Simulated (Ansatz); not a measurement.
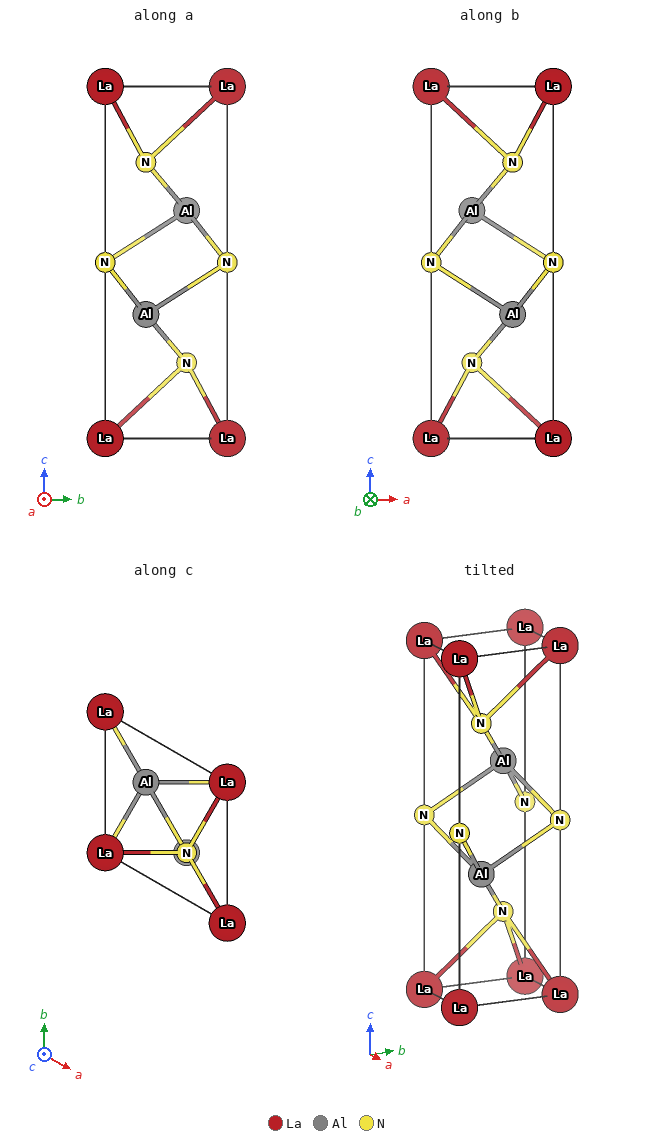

Ball-and-stick representation of a periodic structure, projected along the a axis, along the b axis, along the c axis and slightly off an axis. The parallelepiped is the conventional unit cell.

Lattice parameters: a = 3.164 Å, b = 3.164 Å, c = 7.904 Å, α = 90.00°, β = 90.00°, γ = 120.00°. Put a along x and b in the xy plane.

> Write down what is shown as a POSCAR file, with free fractional coordinates to two decimals.

```
La Al N
1.0
     3.164    0.000    0.000
    -1.582    2.740    0.000
     0.000    0.000    7.904
La Al N
1 2 3
Direct
  0.00 0.00 0.00
  0.3333 0.6667 0.65
  0.6667 0.3333 0.35
  0.00 0.00 0.50
  0.3333 0.6667 0.22
  0.6667 0.3333 0.78
```

Source of the structure: a structure type filled with these elements by a generator (whether the compound takes this form wasn't checked). The picture shows the end point of a geometry optimisation with Ansatz, DFT PBE, scalar-relativistic, plane waves, PAW.
